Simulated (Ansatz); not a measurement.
**Computed against measured: atomisation enthalpy at 298 K**

10 molecules with open shells; the atomisation enthalpy at 298 K in kJ/mol, computed less measured. Shapes, held fixed at every level: PBE0-D4/def2-TZVP. Flexible molecules stand in one conformer, not always the lowest. Thermal terms are harmonic and unscaled (PBE0-D4/def2-TZVP); the spin-orbit lowering of the free atoms is taken from their spectra. Programs: Ansatz 0.2.0. Measured values: Active Thermochemical Tables.

Levels: A = B3LYP-D4/def2-TZVPP; B = PBE0-D4/def2-TZVPP; C = B2PLYP/def2-TZVPP.

| molecule | from tabulated heats | A | B | C |
| --- | --- | --- | --- | --- |
| N2H (dinitrogen monohydride) | 913 | +35 | +15 | +7 |
| C2HO (ethynyloxy radical) | 1723 | +19 | +36 | +1 |
| CH2N (SMILES C=[N]) | 1387 | +24 | +15 | -3 |
| CH3 (SMILES [CH3]) | 1224 | +11 | +3 | -5 |
| CH3O (hydroxymethyl radical) | 1636 | +7 | +5 | -13 |
| N2H3 (hydrazinyl radical) | 1374 | +42 | +19 | +1 |
| C2H3O (SMILES C[C]=O) | 2347 | +9 | +21 | -12 |
| C3H3 (cyclopropenyl radical) | 2318 | +11 | +54 | -13 |
| C3H3 (propargyl radical) | 2453 | +17 | +37 | -11 |
| C2H5O (ethoxy radical) | 2784 | +19 | +26 | -20 |

Sum up the errors.


| level | kind | mean error | mean absolute error | worst case |
| --- | --- | --- | --- | --- |
| B3LYP-D4/def2-TZVPP | global hybrid | +19.4 | 19.4 | N2H3 |
| PBE0-D4/def2-TZVPP | global hybrid | +23.1 | 23.1 | C3H3 (cyclopropenyl radical) |
| B2PLYP/def2-TZVPP | double hybrid | -6.8 | 8.6 | C2H5O |

On this set B2PLYP/def2-TZVPP has the smallest mean absolute error and PBE0-D4/def2-TZVPP the largest. Without C3H3 (cyclopropenyl radical) the largest would be that of B3LYP-D4/def2-TZVPP. B3LYP-D4/def2-TZVPP is too high in 10 of 10; PBE0-D4/def2-TZVPP is too high in 10 of 10; B2PLYP/def2-TZVPP is too low in 7 of 10. Spin contamination: N2H (⟨S²⟩ up to 0.85), C2HO (⟨S²⟩ up to 0.81), CH2N (⟨S²⟩ up to 0.93), C3H3 (propargyl radical) (⟨S²⟩ up to 0.96). Open shells run unrestricted. The set is small.

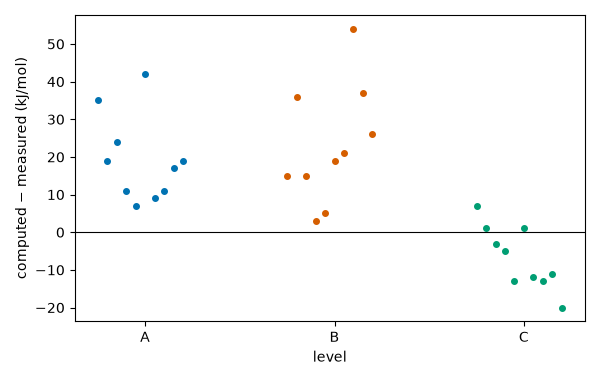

Errors of each level, one point a molecule.
